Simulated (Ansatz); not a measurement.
**C2H6FNSi: how energies converge with the basis set**

Aim: see how fast density functionals converge with the basis set for C2H6FNSi.

The runs use Ansatz 0.2.0, Gaussian basis; one geometry, several basis sets.

The runs, in order: PBE0-D4/def2-SVP; ωB97M-V/def2-SVP; PBE0-D4/def2-QZVPP; ωB97M-V/def2-QZVPP; the functionals' def2-TZVPP values are taken from earlier runs.

### 1 The relaxed structure

The geometry comes from an earlier relaxation with PBE0-D4 in a triple-zeta def2 set; it is a stationary point, not always the lowest conformer.

SMILES `N/C=C(\F)[SiH3]`, 11 atoms, charge 0, spin multiplicity 1.

Atoms are counted from 1 here; the program's logs count them from 0.

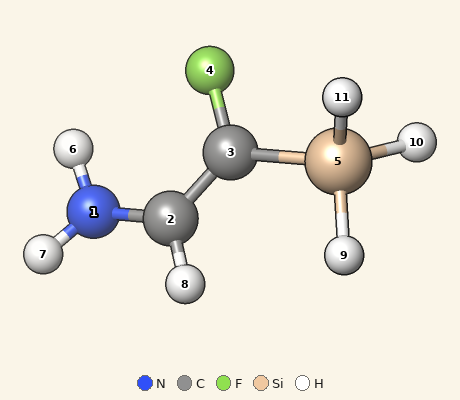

The structure; nitrogen blue, carbon grey, fluorine green, silicon light orange, hydrogen white; atoms are numbered from 1 in the order of the file.

### 2 PBE0-D4 in def2-SVP

Contents of in.yaml:

```yaml
crystal:
  periodic: [false, false, false]
  atoms:
    - {symbol: N, position_ang: [-1.559652, 1.554580, -0.236054]}
    - {symbol: C, position_ang: [-0.896034, 0.357912, -0.185786]}
    - {symbol: C, position_ang: [0.404035, 0.205509, 0.094189]}
    - {symbol: F, position_ang: [1.097645, 1.342835, 0.419625]}
    - {symbol: Si, position_ang: [1.349770, -1.383201, 0.074041]}
    - {symbol: H, position_ang: [-1.089589, 2.338018, 0.187139]}
    - {symbol: H, position_ang: [-2.552373, 1.533855, -0.084389]}
    - {symbol: H, position_ang: [-1.469943, -0.523361, -0.445890]}
    - {symbol: H, position_ang: [0.378179, -2.450415, -0.282107]}
    - {symbol: H, position_ang: [2.452966, -1.358262, -0.923526]}
    - {symbol: H, position_ang: [1.950397, -1.674471, 1.403359]}
basis:
  gaussian: {orbitals: def2-SVP}
hamiltonian: {xc: pbe0, dispersion: d4}
output: {orbitals: {seedname: orbitals}}
```

Launch:

```
ansatz run in.yaml --threads 4 --pin off --events-out ev --progress --plain --max-ram 10444MiB
```

Output:

```text
Functional definition: PBE0
  name "PBE0"
  cite "Adamo & Barone, J. Chem. Phys. 110, 6158 (1999) doi:10.1063/1.478522"
  cite "Perdew, Burke & Ernzerhof, Phys. Rev. Lett. 77, 3865 (1996) doi:10.1103/PhysRevLett.77.3865"
  parent pbe
  parameter a = 0.25
  parameter kappa = 0.804
  parameter beta = 0.06672455060314922
  exchange = (1 - a)*pbe_x(kappa = kappa, mu = beta*pi^2/3) + a*exact_x
  correlation = pbe_c(beta = beta)
1180 factors; their error is unknown
mean field evaluation 1: about -14233.5198 eV, gradient 4.4e1 eV
mean field evaluation 2: about -14231.5186 eV, gradient 5.3e1 eV
mean field evaluation 4: about -14237.8098 eV, gradient 3.4e0 eV
mean field evaluation 8: about -14237.8373 eV, gradient 3.7e-2 eV
mean field evaluation 16: about -14237.8771 eV, gradient 2.1e-5 eV
mean field -14237.87706705 eV, -523.2323314346 hartree, gradient 2.1e-5 eV, S^2 0.000000; 0 other end points of the search recorded, 0 dependent functions left out
reference -14237.87709335 eV, -523.2323324009 hartree; 24, 24 occupied and 80, 80 virtual orbitals, 1180 factors
Total energy: -14238.05220114 eV, -523.2387674935 hartree
```

Wall time 0.85 s (4 threads of Arm Neoverse V2, shared host).

### 3 ωB97M-V in def2-SVP

Edit in.yaml of step 2 so:

```diff
@@ -16,3 +16,3 @@
   gaussian: {orbitals: def2-SVP}
-hamiltonian: {xc: pbe0, dispersion: d4}
+hamiltonian: {xc: {name: wB97M-V}}
 output: {orbitals: {seedname: orbitals}}
```

Launched as before.

Output (excerpt; [...] marks lines left out):

```text
Functional definition: wB97M-V
  name "wB97M-V"
  cite "Mardirossian & Head-Gordon, J. Chem. Phys. 144, 214110 (2016) doi:10.1063/1.4952647"
  cite "Becke, J. Chem. Phys. 107, 8554 (1997) doi:10.1063/1.475007"
  cite "Vydrov & Van Voorhis, J. Chem. Phys. 133, 244103 (2010) doi:10.1063/1.3521275"
  # Of w^i u^j: cxij and so on, Table III.
[...]
  gx(w, u) = 1 - cx + cx01*u + cx10*w
  gss(w, u) = css00 + css04*u^4 + css10*w + css20*w^2 + css43*w^4*u^3
  gos(w, u) = cos00 + cos10*w + (cos20 + cos21*u)*w^2 + (cos60 + cos61*u)*w^6
[...]
      + integral(e_c_pw_mod_opposite_spin*gos(b97_w_opposite, b97_u_opposite)) + vv10(b, c)
1180 factors; their error is unknown
304 factors; integrals over basis functions are off by at most 8.0e-6 eV
[...]
mean field -14244.93443889 eV, -523.4916850658 hartree, gradient 9.6e-6 eV, S^2 0.000000; 0 other end points of the search recorded, 0 dependent functions left out
reference -14244.93448026 eV, -523.4916865861 hartree; 24, 24 occupied and 80, 80 virtual orbitals, 1180 factors
Total energy: -14244.93448026 eV, -523.4916865861 hartree
```

Run time: 3.3 s. Hardware: 4 threads of Arm Neoverse V2, shared host.

### 4 PBE0-D4 in def2-QZVPP

Edit in.yaml of step 3 so:

```diff
@@ -15,4 +15,4 @@
 basis:
-  gaussian: {orbitals: def2-SVP}
-hamiltonian: {xc: {name: wB97M-V}}
+  gaussian: {orbitals: "def2-QZVPP.json"}
+hamiltonian: {xc: pbe0, dispersion: d4}
 output: {orbitals: {seedname: orbitals}}
```

Launched as before.

Output:

```text
Functional definition: PBE0
  name "PBE0"
  cite "Adamo & Barone, J. Chem. Phys. 110, 6158 (1999) doi:10.1063/1.478522"
  cite "Perdew, Burke & Ernzerhof, Phys. Rev. Lett. 77, 3865 (1996) doi:10.1103/PhysRevLett.77.3865"
  parent pbe
  parameter a = 0.25
  parameter kappa = 0.804
  parameter beta = 0.06672455060314922
  exchange = (1 - a)*pbe_x(kappa = kappa, mu = beta*pi^2/3) + a*exact_x
  correlation = pbe_c(beta = beta)
1461 factors; their error is unknown
mean field evaluation 1: about -14241.8546 eV, gradient 5.8e1 eV
mean field evaluation 2: about -14236.7847 eV, gradient 7.3e1 eV
mean field evaluation 4: about -14248.6591 eV, gradient 6.0e0 eV
mean field evaluation 8: about -14248.7491 eV, gradient 3.3e-1 eV
mean field evaluation 16: about -14248.7492 eV, gradient 4.2e-5 eV
mean field -14248.74919112 eV, -523.6318746246 hartree, gradient 4.2e-5 eV, S^2 0.000000; 0 other end points of the search recorded, 0 dependent functions left out
reference -14248.74923147 eV, -523.6318761075 hartree; 24, 24 occupied and 454, 454 virtual orbitals, 1461 factors
Total energy: -14248.92433926 eV, -523.6383112001 hartree
```

Run time: 6.5 s. Hardware: 4 threads of Arm Neoverse V2, shared host; peak memory 1.6 GiB.

### 5 ωB97M-V in def2-QZVPP

Edit in.yaml of step 4 so:

```diff
@@ -16,3 +16,3 @@
   gaussian: {orbitals: "def2-QZVPP.json"}
-hamiltonian: {xc: pbe0, dispersion: d4}
+hamiltonian: {xc: {name: wB97M-V}}
 output: {orbitals: {seedname: orbitals}}
```

The command is unchanged.

Output (excerpt; [...] marks lines left out):

```text
Functional definition: wB97M-V
  name "wB97M-V"
  cite "Mardirossian & Head-Gordon, J. Chem. Phys. 144, 214110 (2016) doi:10.1063/1.4952647"
  cite "Becke, J. Chem. Phys. 107, 8554 (1997) doi:10.1063/1.475007"
  cite "Vydrov & Van Voorhis, J. Chem. Phys. 133, 244103 (2010) doi:10.1063/1.3521275"
  # Of w^i u^j: cxij and so on, Table III.
[...]
  gx(w, u) = 1 - cx + cx01*u + cx10*w
  gss(w, u) = css00 + css04*u^4 + css10*w + css20*w^2 + css43*w^4*u^3
  gos(w, u) = cos00 + cos10*w + (cos20 + cos21*u)*w^2 + (cos60 + cos61*u)*w^6
[...]
      + integral(e_c_pw_mod_opposite_spin*gos(b97_w_opposite, b97_u_opposite)) + vv10(b, c)
1441 factors; their error is unknown
366 factors; integrals over basis functions are off by at most 1.3e-5 eV
[...]
mean field -14256.05032129 eV, -523.9001862093 hartree, gradient 1.7e-5 eV, S^2 0.000000; 0 other end points of the search recorded, 0 dependent functions left out
reference -14256.05038650 eV, -523.9001886058 hartree; 24, 24 occupied and 454, 454 virtual orbitals, 1441 factors
Total energy: -14256.05038650 eV, -523.9001886058 hartree
```

Wall time 14 s (4 threads of Arm Neoverse V2, shared host); peak memory 1.9 GiB.

### 6 Functionals by basis

The def2-TZVPP values come from earlier runs at the same geometry.

| functional | basis | functions | energy (eV) | from the largest (eV) | HOMO (eV) | LUMO (eV) |
| --- | --- | --- | --- | --- | --- | --- |
| PBE0-D4 | def2-SVP | 104 | -14238.0522 | 10.872 | -5.98 | 0.65 |
| PBE0-D4 | def2-TZVPP | 250 | -14248.3023 | 0.622 | -6.17 | 0.45 |
| PBE0-D4 | def2-QZVPP | 478 | -14248.9243 | 0.000 | -6.22 | 0.25 |
| ωB97M-V | def2-SVP | 104 | -14244.9345 | 11.116 | -8.12 | 2.74 |
| ωB97M-V | def2-TZVPP | 250 | -14255.4662 | 0.584 | -8.35 | 2.15 |
| ωB97M-V | def2-QZVPP | 478 | -14256.0504 | 0.000 | -8.39 | 1.50 |

### 7 Summary of results

```
                                       quantity           value
PBE0-D4: double and triple zeta above quadruple  10.87, 0.62 eV
ωB97M-V: double and triple zeta above quadruple  11.12, 0.58 eV
```

What this shows: PBE0-D4 gains 10.25 eV from double to triple zeta, then 0.62 eV more. Total energies overstate the basis error of differences, where much of it tends to cancel. The LUMO of ωB97M-V is positive and keeps falling with the basis (2.74 to 1.50 eV): an unbound level that the basis holds in place.

For PBE0-D4 the largest set took about 8 times as long as the smallest (6.5 s against 0.85 s).
